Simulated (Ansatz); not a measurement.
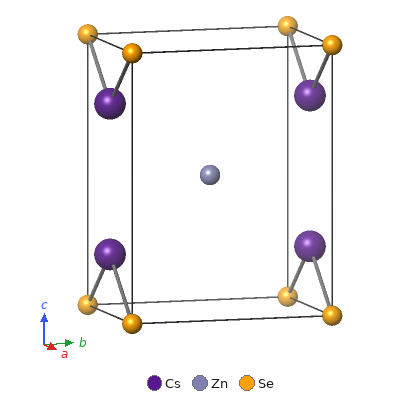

Cs₂ZnSe, space group Pmmm (No. 47), a = 5.223 Å, b = 7.278 Å, c = 9.489 Å, α = 90.00°, β = 90.00°, γ = 90.00°. Source: the end point of a relaxation with DFT PBE, scalar-relativistic, plane waves, PAW (Ansatz 0.2.0); the starting structure was generated, so it need not be a known form of this composition. Forms under 0.4 % of the area are left out.

### Estimate the growth shape by the BFDH rule (face distance proportional to 1/d, absences counted).

The forms computed, by share of the surface:

```
 form  faces  d (Å)  share of area (%)
{001}      2  9.489               43.2
{010}      2  7.278               33.1
{100}      2  5.223               23.8
```

Widths along a, b and c stand as 1.00 : 0.72 : 0.55.

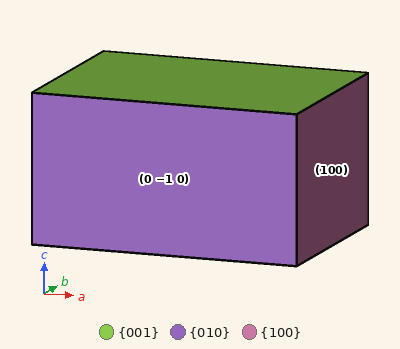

The computed shape, faces indexed. The rule is geometric and ignores bonding and growth conditions.
